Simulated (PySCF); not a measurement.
C8H6S2, SMILES c1cscc1-c1ccsc1 at its GFN2-xTB optimised geometry (Å):

```
16

C      2.3588    -1.8759     0.2603
C      1.8227    -0.6360     0.3330
C      0.4369    -0.6091     0.0005
C     -0.3812     0.5910     0.0000
C     -1.8066     0.5910     0.0000
C     -2.3342     1.8367     0.0014
S     -1.1200     3.0557    -0.0033
C      0.1145     1.8646     0.0000
C     -0.0210    -1.8570    -0.3168
S      1.2024    -3.0557    -0.2204
H      3.3668    -2.1795     0.4612
H      2.3807     0.2343     0.6262
H     -2.4011    -0.3041     0.0134
H     -3.3668     2.1237     0.0071
H      1.1383     2.1798    -0.0147
H     -1.0071    -2.1466    -0.6196
```

Calculation: B3LYP/def2-TZVP (PySCF 2.14.0).

Map of the electrostatic potential (hartree/e), clipped to [-0.08, 0.12] on the plane z = 1.0 Å:

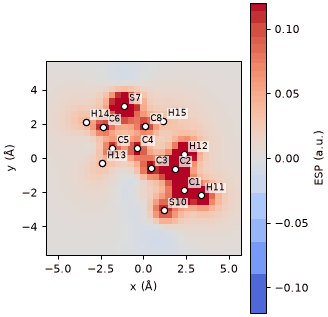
Fig. 1. Electrostatic potential (hartree/e), clipped to [-0.08, 0.12] on the plane z = 1.0 Å.
